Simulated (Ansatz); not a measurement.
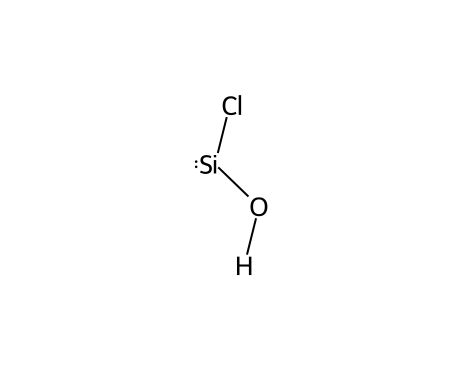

The drawing above gives the connectivity. The computed structure is the end point of a PBE-D4/def2-SVP optimisation. No frequency run is at hand to confirm it as a minimum.

Describe the 3D structure.

Formula ClHOSi. As SMILES it reads `O[Si]Cl`. Among its groups: Si–O bond. This geometry has Cs symmetry. All atoms lie on one plane. Coordination: 1 O bent; 1 Si bent.

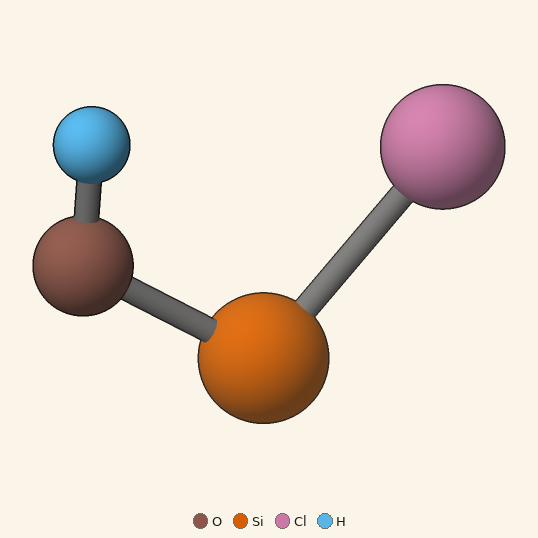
